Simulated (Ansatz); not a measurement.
# GeCl₂+ (doublet): one geometry, many settings

Aim: run GeCl₂+ (doublet) at one geometry under a spread of methods and options, and see what each costs and gives.

Program: Ansatz 0.2.0, Gaussian basis. Level of theory: the settings change from run to run. These are calculated values, not measurements.

29 further runs of the same task are left out: 2 for a known fault of the program, 13 that didn't finish, 14 set aside as unsound or not needed.

## Step 1: The system

The geometry is a PBE0/def2-TZVP stationary point (not a proven minimum) of the parent state, kept for this charge and spin. No spin-orbit coupling is included. The filled d shell of Ge may be among the frozen orbitals whatever the setting's name suggests; the logs give the count.

3 atoms, charge 1, spin multiplicity 2.

Atoms are counted from 1 here; the program's logs count them from 0.

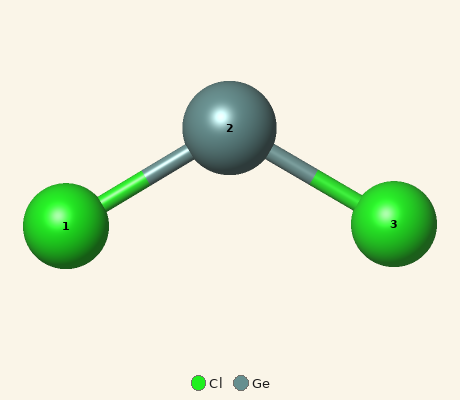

The geometry (chlorine green, germanium teal); atoms are numbered from 1 in the order of the file.

## Step 2: CCSD on UHF/cc-pVDZ

Input file in.yaml:

```yaml
crystal:
  periodic: [false, false, false]
  atoms:
    - {symbol: Cl, position_ang: [0.000000, -0.554943, 1.851052]}
    - {symbol: Ge, position_ang: [0.000000, 0.541696, 0.000000]}
    - {symbol: Cl, position_ang: [0.000000, -0.554943, -1.851052]}
basis:
  gaussian: {orbitals: cc-pVDZ}
total_charge: 1
magnetization: {spin_polarized: true, initial_magnetization: 1}
correlation: {method: ccsd, electrons: outside_noble_gas}
scf: {lower_state_search: off}
```

Run with:

```bash
> ansatz run in.yaml --threads 1 --pin off --events-out ev --progress --plain --max-ram 2393MiB
```

Log, cut to the lines that bear on the results:

```text
Functional definition: HF
  name "HF"
  cite "Fock, Z. Phys. 61, 126 (1930) doi:10.1007/BF01340294"
  parent pbe
[...]
717 factors; integrals over basis functions are off by at most 6.1e-4 eV
[...]
mean field -81473.19847609 eV, -2994.0848194788 hartree, gradient 2.2e-6 eV, S^2 0.778025; 0 other end points of the search recorded, 0 dependent functions left out
24 core orbitals not correlated: weight in the atoms' cores, before any rotation towards them, 0.999 or more for the frozen orbitals, at most 0.001 for the correlated occupied ones
reference -81473.19847609 eV, -2994.0848194788 hartree; 9, 8 occupied and 30, 31 virtual orbitals, 717 factors
second order -8.83274643 eV of doubles, -0.00000000 eV of singles
cycle   1  -9.34743075 eV  change   -5.1e-1 eV  update   9.2e-2
[...]
cycle  12  -9.67413649 eV  change    3.5e-6 eV  update   6.7e-6
Total energy: -81482.87261258 eV, -2994.4403374375 hartree
Checks for a lower state left out: stability, starts, cluster_reference, orbital_swaps, neighbouring_geometries, increment
```

It took 1.5 s on 1 thread of Arm Neoverse V2, shared host.

From the report: ⟨S²⟩ of the determinant 0.778 (pure doublet: 0.75); correlation -9.6741 eV; T1 0.023; largest double amplitude 0.04.

## Step 3: HF/6-31G

Input file in.yaml:

```yaml
crystal:
  periodic: [false, false, false]
  atoms:
    - {symbol: Cl, position_ang: [0.000000, -0.554943, 1.851052]}
    - {symbol: Ge, position_ang: [0.000000, 0.541696, 0.000000]}
    - {symbol: Cl, position_ang: [0.000000, -0.554943, -1.851052]}
basis:
  gaussian: {orbitals: 6-31G}
total_charge: 1
magnetization: {spin_polarized: false, initial_magnetization: 1}
hamiltonian: {xc: hf}
output: {orbitals: {seedname: orbitals}}
```

Launched as before.

Log:

```text
Functional definition: HF
  name "HF"
  cite "Fock, Z. Phys. 61, 126 (1930) doi:10.1007/BF01340294"
  parent pbe
  exchange = exact_x
  correlation = 0
534 factors; integrals over basis functions are off by at most 4.6e-4 eV
mean field evaluation 1: about -81458.6034 eV, gradient 2.5e1 eV
mean field evaluation 2: about -81458.6467 eV, gradient 2.5e1 eV
mean field evaluation 4: about -81461.6932 eV, gradient 2.0e0 eV
mean field evaluation 8: about -81461.7617 eV, gradient 4.8e-1 eV
mean field evaluation 16: about -81422.6398 eV, gradient 1.4e2 eV
mean field -81461.76935819 eV, -2993.6648071430 hartree, gradient 2.5e-5 eV, S^2 0.750000; 0 other end points of the search recorded, 0 dependent functions left out
reference -81461.76935819 eV, -2993.6648071430 hartree; 33, 32 occupied and 22, 23 virtual orbitals, 534 factors
Total energy: -81461.76935819 eV, -2993.6648071430 hartree
```

Run time: 0.81 s. Hardware: 1 thread of Arm Neoverse V2, shared host.

## Step 4: MP2 on UHF/6-31G*

Input file in.yaml:

```yaml
crystal:
  periodic: [false, false, false]
  atoms:
    - {symbol: Cl, position_ang: [0.000000, -0.554943, 1.851052]}
    - {symbol: Ge, position_ang: [0.000000, 0.541696, 0.000000]}
    - {symbol: Cl, position_ang: [0.000000, -0.554943, -1.851052]}
basis:
  gaussian: {orbitals: "6-31G*", fitting: {mean_field: def2-universal-jkfit}}
total_charge: 1
magnetization: {spin_polarized: true, initial_magnetization: 1}
correlation: {method: mp2, electrons: outside_noble_gas}
accuracy: high
```

Same command.

Log:

```text
Functional definition: HF
  name "HF"
  cite "Fock, Z. Phys. 61, 126 (1930) doi:10.1007/BF01340294"
  parent pbe
  exchange = exact_x
  correlation = 0
522 factors; integrals over basis functions are off by at most 8.0e-2 eV
mean field evaluation 1: about -81461.9585 eV, gradient 1.9e1 eV
mean field evaluation 2: about -81464.0187 eV, gradient 1.3e1 eV
mean field evaluation 4: about -81464.9572 eV, gradient 1.2e0 eV
mean field evaluation 8: about -81464.9873 eV, gradient 2.9e-8 eV
mean field evaluation 16: about -81463.3440 eV, gradient 2.5e0 eV
mean field evaluation 32: about -81464.9804 eV, gradient 6.6e-1 eV
mean field -81464.98730630 eV, -2993.7830645547 hartree, gradient 2.9e-8 eV, S^2 0.778274; 4 other end points of the search recorded, 0 dependent functions left out
24 core orbitals not correlated: weight in the atoms' cores, before any rotation towards them, 0.999 or more for the frozen orbitals, at most 0.001 for the correlated occupied ones
reference -81464.98730630 eV, -2993.7830645547 hartree; 9, 8 occupied and 40, 41 virtual orbitals, 522 factors
second order -8.55344514 eV of doubles, -0.00000000 eV of singles
Total energy: -81473.54075144 eV, -2994.0973978660 hartree
```

Run time: 4 s. Hardware: 1 thread of Arm Neoverse V2, shared host.

From the report: ⟨S²⟩ of the determinant 0.778 (pure doublet: 0.75).

## Step 5: CASSCF(7,4)/cc-pVDZ

Input file in.yaml:

```yaml
crystal:
  periodic: [false, false, false]
  atoms:
    - {symbol: Cl, position_ang: [0.000000, -0.554943, 1.851052]}
    - {symbol: Ge, position_ang: [0.000000, 0.541696, 0.000000]}
    - {symbol: Cl, position_ang: [0.000000, -0.554943, -1.851052]}
basis:
  gaussian: {orbitals: cc-pVDZ}
total_charge: 1
magnetization: {spin_polarized: false, initial_magnetization: 1}
correlation: {active_space: {window: {electrons: 7, orbitals: 4}}}
```

Launched as before.

Log:

```text
Functional definition: HF
  name "HF"
  cite "Fock, Z. Phys. 61, 126 (1930) doi:10.1007/BF01340294"
  parent pbe
  exchange = exact_x
  correlation = 0
717 factors; integrals over basis functions are off by at most 6.1e-4 eV
mean field evaluation 1: about -81470.1495 eV, gradient 2.6e1 eV
mean field evaluation 2: about -81470.1564 eV, gradient 2.6e1 eV
mean field evaluation 4: about -81472.9703 eV, gradient 1.8e0 eV
mean field evaluation 8: about -81473.0525 eV, gradient 1.0e-1 eV
mean field evaluation 16: about -81472.6072 eV, gradient 5.1e0 eV
mean field -81473.05274612 eV, -2994.0794640013 hartree, gradient 1.4e-6 eV, S^2 0.750000; 2 other end points of the search recorded, 0 dependent functions left out
reference -81473.05274612 eV, -2994.0794640013 hartree; 33, 32 occupied and 30, 31 virtual orbitals, 717 factors
state -81473.05274612 eV, -2994.0794640013 hartree
Total energy: -81473.05274612 eV, -2994.0794640013 hartree
```

Run time: 2.9 s. Hardware: 1 thread of Arm Neoverse V2, shared host.

From the report: 4 determinants; active occupations 2.00, 2.00, 2.00, 1.00. With so small a space the active step adds no correlation: the energy is the mean field's.

## Step 6: MRCISD+Q(relaxed)(15,8)/STO-3G

Edit in.yaml of step 5 so:

```diff
@@ -7,5 +7,6 @@
 basis:
-  gaussian: {orbitals: cc-pVDZ}
+  gaussian: {orbitals: STO-3G}
 total_charge: 1
 magnetization: {spin_polarized: false, initial_magnetization: 1}
-correlation: {active_space: {window: {electrons: 7, orbitals: 4}}}
+correlation: {method: fic_mrcisd_q_relaxed, electrons: outside_noble_gas, active_space: {window: {electrons: 15, orbitals: 8}, states: [{multiplicity: 2, weights: [1, 1, 1]}], root: 0}}
+accuracy: high
```

Same command.

Log, cut to the lines that bear on the results:

```text
Functional definition: HF
  name "HF"
  cite "Fock, Z. Phys. 61, 126 (1930) doi:10.1007/BF01340294"
  parent pbe
[...]
569 factors; integrals over basis functions are off by at most 5.5e-9 eV
[...]
mean field -80565.24416815 eV, -2960.7181140958 hartree, gradient 9.6e-8 eV, S^2 0.750000; 2 other end points of the search recorded, 0 dependent functions left out
reference -80565.24416815 eV, -2960.7181140958 hartree; 33, 32 occupied and 3, 4 virtual orbitals, 569 factors
state -80564.47432403 eV, -2960.6898228460 hartree
state -80562.54618635 eV, -2960.6189650932 hartree
state -80562.50344631 eV, -2960.6173944258 hartree
contracted CI cycle   1: correlation 0.00000000 eV, 0.0000000000 hartree, residual 7.10e0 eV
contracted CI cycle   2: correlation -2.02236172 eV, -0.0743204225 hartree, residual 1.93e0 eV
contracted CI cycle   3: correlation -2.23836682 eV, -0.0822584635 hartree, residual 8.17e-1 eV
[...]
contracted CI cycle  41: correlation -1.67256111 eV, -0.0614654870 hartree, residual 3.34e-5 eV
contracted CI cycle  42: correlation -1.67256111 eV, -0.0614654870 hartree, residual 8.61e-5 eV
contracted CI cycle  43: correlation -1.67256111 eV, -0.0614654870 hartree, residual 3.85e-5 eV
contracted CI cycle  44: correlation -1.67256111 eV, -0.0614654870 hartree, residual 1.18e-5 eV
contracted CI cycle  45: correlation -1.67256111 eV, -0.0614654870 hartree, residual 1.29e-5 eV
contracted CI cycle  46: correlation -1.67256111 eV, -0.0614654870 hartree, residual 1.62e-5 eV
contracted CI cycle  47: correlation -1.67256111 eV, -0.0614654870 hartree, residual 3.99e-6 eV
contracted CI cycle  48: correlation -1.67256111 eV, -0.0614654870 hartree, residual 1.86e-6 eV
state -80562.50344631 eV, -2960.6173944258 hartree; corrected -80564.33050943 eV, -2960.6845377571 hartree
WARN: 5 active orbitals are nearly empty or full. The corrections depend on them more than the energy does, and are more stable in an active space without them
Total energy: -80567.07023455 eV, -2960.7852207982 hartree
```

It took 5.5 s on 1 thread of Arm Neoverse V2, shared host.

From the report: 6 determinants; active occupations (of the averaged states) 2.00, 2.00, 2.00, 2.00, 2.00, 1.67, 1.67, 1.67. The report marks this result as in doubt.

## Step 7: CCSDT(Q) on ROHF/STO-3G

Input file in.yaml:

```yaml
crystal:
  periodic: [false, false, false]
  atoms:
    - {symbol: Cl, position_ang: [0.000000, -0.554943, 1.851052]}
    - {symbol: Ge, position_ang: [0.000000, 0.541696, 0.000000]}
    - {symbol: Cl, position_ang: [0.000000, -0.554943, -1.851052]}
basis:
  gaussian: {orbitals: STO-3G, fitting: {mean_field: def2-universal-jkfit}}
total_charge: 1
magnetization: {spin_polarized: false, initial_magnetization: 1}
hamiltonian: {pseudopotentials: {relativity: scalar}}
correlation: {method: ccsdt_q, electrons: outside_noble_gas}
```

The command is unchanged.

Log, cut to the lines that bear on the results:

```text
Functional definition: HF
  name "HF"
  cite "Fock, Z. Phys. 61, 126 (1930) doi:10.1007/BF01340294"
  parent pbe
[...]
522 factors; integrals over basis functions are off by at most 1.6e-2 eV
[...]
mean field -81081.22396426 eV, -2979.6800218589 hartree, gradient 1.7e-6 eV, S^2 0.750000; 3 other end points of the search recorded, 0 dependent functions left out
determinant -81081.22396426 eV, -2979.6800218589 hartree, with singles and doubles -81082.88579707 eV, -2979.7410930883 hartree
determinant -81078.12520590 eV, -2979.5661445898 hartree, with singles and doubles -81080.49539586 eV, -2979.6532474642 hartree
determinant -81078.02913278 eV, -2979.5626139678 hartree, with singles and doubles -81080.48310453 eV, -2979.6527957660 hartree
determinant -81077.76528109 eV, -2979.5529175969 hartree, with singles and doubles -81079.83168580 eV, -2979.6288565692 hartree
24 core orbitals not correlated, not the lowest: weight in the atoms' cores, before any rotation towards them, 0.965 or more for the frozen orbitals, at most 0.028 for the correlated occupied ones
reference -81081.22396426 eV, -2979.6800218589 hartree; 9, 8 occupied and 3, 4 virtual orbitals, 522 factors
second order -1.21252364 eV of doubles, -0.03781199 eV of singles
cycle   1  -1.41894036 eV  change   -1.7e-1 eV  update   1.0e-1
[...]
cycle  18  -1.81696197 eV  change   -3.6e-8 eV  update   6.3e-7
perturbative correction -0.00047507 eV, -0.0000174583 hartree
Total energy: -81083.04140129 eV, -2979.7468114381 hartree
Relativity: scalar
```

Wall time 4.4 s (1 thread of Arm Neoverse V2, shared host).

From the report: correlation -1.8174 eV; T1 0.031; largest double amplitude 0.06.

## Step 8: HF/cc-pVDZ

Input file in.yaml:

```yaml
crystal:
  periodic: [false, false, false]
  atoms:
    - {symbol: Cl, position_ang: [0.000000, -0.554943, 1.851052]}
    - {symbol: Ge, position_ang: [0.000000, 0.541696, 0.000000]}
    - {symbol: Cl, position_ang: [0.000000, -0.554943, -1.851052]}
basis:
  gaussian: {orbitals: cc-pVDZ}
total_charge: 1
magnetization: {spin_polarized: false, initial_magnetization: 1}
hamiltonian: {xc: hf}
output: {orbitals: {seedname: orbitals}}
```

Same command.

Log:

```text
Functional definition: HF
  name "HF"
  cite "Fock, Z. Phys. 61, 126 (1930) doi:10.1007/BF01340294"
  parent pbe
  exchange = exact_x
  correlation = 0
717 factors; integrals over basis functions are off by at most 6.1e-4 eV
mean field evaluation 1: about -81470.1495 eV, gradient 2.6e1 eV
mean field evaluation 2: about -81470.1564 eV, gradient 2.6e1 eV
mean field evaluation 4: about -81472.9703 eV, gradient 1.8e0 eV
mean field evaluation 8: about -81473.0525 eV, gradient 1.0e-1 eV
mean field evaluation 16: about -81470.2769 eV, gradient 1.2e0 eV
mean field -81473.05274612 eV, -2994.0794640013 hartree, gradient 1.3e-5 eV, S^2 0.750000; 0 other end points of the search recorded, 0 dependent functions left out
reference -81473.05274612 eV, -2994.0794640013 hartree; 33, 32 occupied and 30, 31 virtual orbitals, 717 factors
Total energy: -81473.05274612 eV, -2994.0794640013 hartree
```

It took 1.3 s on 1 thread of Arm Neoverse V2, shared host.

## Step 9: BCCD(T) on ROHF/cc-pVDZ

Edit in.yaml of step 8 so:

```diff
@@ -10,3 +10,4 @@
 magnetization: {spin_polarized: false, initial_magnetization: 1}
-hamiltonian: {xc: hf}
-output: {orbitals: {seedname: orbitals}}
+correlation: {method: bccd_t, electrons: outside_noble_gas}
+scf: {lower_state_search: off}
+output: {forces: true}
```

The command is unchanged.

Log, cut to the lines that bear on the results:

```text
Functional definition: HF
  name "HF"
  cite "Fock, Z. Phys. 61, 126 (1930) doi:10.1007/BF01340294"
  parent pbe
[...]
717 factors; integrals over basis functions are off by at most 6.1e-4 eV
[...]
mean field -81473.05274612 eV, -2994.0794640013 hartree, gradient 1.4e-6 eV, S^2 0.750000; 0 other end points of the search recorded, 0 dependent functions left out
24 core orbitals not correlated: weight in the atoms' cores, before any rotation towards them, 0.999 or more for the frozen orbitals, at most 0.001 for the correlated occupied ones
reference -81473.05274612 eV, -2994.0794640013 hartree; 9, 8 occupied and 30, 31 virtual orbitals, 717 factors
second order -8.92844302 eV of doubles, -0.06142074 eV of singles
cycle   1  -9.50067828 eV  change   -5.1e-1 eV  update   9.5e-2
[...]
cycle  15  -9.78533385 eV  change    1.8e-6 eV  update   9.8e-7
perturbative correction -0.35463058 eV, -0.0130324336 hartree
[...]
Total energy: -81483.19271056 eV, -2994.4521008213 hartree
Atom 0 at     0.000000    -0.554943     1.851052 Å, force    -0.000000     0.439091    -0.635361 eV/Å
Atom 1 at     0.000000     0.541696     0.000000 Å, force     0.000000    -0.878181     0.000000 eV/Å
Atom 2 at     0.000000    -0.554943    -1.851052 Å, force    -0.000000     0.439091     0.635361 eV/Å
Dipole moment:    -0.000000     0.357504     0.000000 e Å
Checks for a lower state left out: starts, cluster_reference, orbital_swaps, neighbouring_geometries, increment
```

It took 10 s on 1 thread of Arm Neoverse V2, shared host.

From the report: correlation -10.1400 eV; largest double amplitude 0.04.

## Step 10: HF/cc-pVDZ

Input file in.yaml:

```yaml
crystal:
  periodic: [false, false, false]
  atoms:
    - {symbol: Cl, position_ang: [0.000000, -0.554943, 1.851052]}
    - {symbol: Ge, position_ang: [0.000000, 0.541696, 0.000000]}
    - {symbol: Cl, position_ang: [0.000000, -0.554943, -1.851052]}
basis:
  gaussian: {orbitals: cc-pVDZ, fitting: {mean_field: def2-universal-jkfit}}
total_charge: 1
magnetization: {spin_polarized: false, initial_magnetization: 1}
hamiltonian: {xc: hf}
output: {forces: true, orbitals: {seedname: orbitals}}
```

Launched as before.

Log, cut to the lines that bear on the results:

```text
Functional definition: HF
  name "HF"
  cite "Fock, Z. Phys. 61, 126 (1930) doi:10.1007/BF01340294"
  parent pbe
[...]
522 factors; integrals over basis functions are off by at most 1.3e-2 eV
[...]
mean field -81473.05006938 eV, -2994.0793656330 hartree, gradient 1.6e-5 eV, S^2 0.750000; 0 other end points of the search recorded, 0 dependent functions left out
[...]
reference -81473.05006938 eV, -2994.0793656330 hartree; 33, 32 occupied and 30, 31 virtual orbitals, 522 factors
Total energy: -81473.05006938 eV, -2994.0793656330 hartree
Atom 0 at     0.000000    -0.554943     1.851052 Å, force     0.000000     0.822918    -1.331933 eV/Å
Atom 1 at     0.000000     0.541696     0.000000 Å, force    -0.000000    -1.645837    -0.000000 eV/Å
Atom 2 at     0.000000    -0.554943    -1.851052 Å, force    -0.000000     0.822918     1.331933 eV/Å
Dipole moment:    -0.000000     0.537722     0.000000 e Å
```

It took 0.9 s on 1 thread of Arm Neoverse V2, shared host.

## Step 11: The runs in one table

Where basis and cores are those of an earlier UCCSDT(Q)/cc-pVDZ run (-81483.2659 eV), and the state is the same kind, the miss against it is given. † marks a result that the program doubts.

```
                                                       level         correlated  functions  energy (eV)  from UCCSDT(Q) (meV)    time
                                         CCSD on UHF/cc-pVDZ  outside noble gas         63  -81482.8726                 393.3   1.5 s
                                                    HF/6-31G                            55  -81461.7694                        0.81 s
                                           MP2 on UHF/6-31G*  outside noble gas         73  -81473.5408                           4 s
                                         CASSCF(7,4)/cc-pVDZ                            63  -81473.0527               10213.1   2.9 s
MRCISD+Q(relaxed)(15,8)/STO-3G (lowest root of an average) †  outside noble gas         36  -80567.0702                         5.5 s
                    CCSDT(Q) on ROHF/STO-3G (relativity set)  outside noble gas         36  -81083.0414                         4.4 s
                                                  HF/cc-pVDZ                            63  -81473.0527               10213.1   1.3 s
                                     BCCD(T) on ROHF/cc-pVDZ  outside noble gas         63  -81483.1927                  73.2    10 s
                                                  HF/cc-pVDZ                            63  -81473.0501               10215.8   0.9 s
```

## Step 12: Summary of results

| quantity | value |
| --- | --- |
| runs | 9 |
| quickest | HF/6-31G, 0.81 s |
| slowest | BCCD(T) on ROHF/cc-pVDZ, 10 s |

Total energies in different bases, with other cores or another treatment of relativity can't be set against each other. BCCD(T) on ROHF/cc-pVDZ took 12 times as long as HF/6-31G; the jobs differ in more than the method. Among the correlated runs with a miss given, it spans +73 to +393 meV. Hartree-Fock, CASSCF and CASCI lack dynamic correlation by design.
